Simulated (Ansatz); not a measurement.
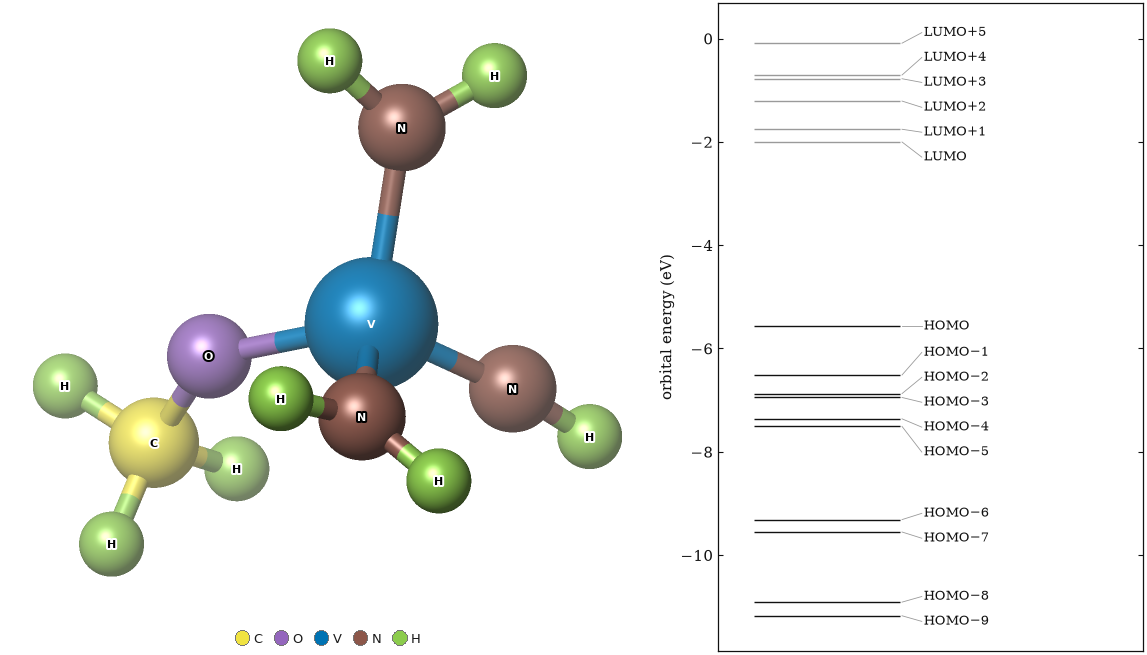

CH₈N₃OV, SMILES C[O][V](=[NH])([NH2])[NH2], singlet. Kohn-Sham orbital energies near the frontier, B97M-V/def2-TZVPP, the Ansatz code 0.2.0, at a PBE0-D4/def2-TZVP geometry (a minimum by its frequencies), isolated molecule; empty levels in grey, levels within 0.03 eV side by side.

> Where do the frontier orbitals lie?

HOMO at −5.57 eV, LUMO at −2.00 eV, 3.57 eV apart.

> How far below the HOMO does the next level lie?

0.94 eV.

> List the levels.

| orbital | energy (eV) |
| --- | --- |
| LUMO+5 | −0.09 |
| LUMO+4 | −0.71 |
| LUMO+3 | −0.78 |
| LUMO+2 | −1.21 |
| LUMO+1 | −1.76 |
| LUMO | −2.00 |
| HOMO | −5.57 |
| HOMO−1 | −6.51 |
| HOMO−2 | −6.87 |
| HOMO−3 | −6.95 |
| HOMO−4 | −7.36 |
| HOMO−5 | −7.51 |
| HOMO−6 | −9.31 |
| HOMO−7 | −9.55 |
| HOMO−8 | −10.91 |
| HOMO−9 | −11.17 |

Note: one conformer of a flexible molecule.
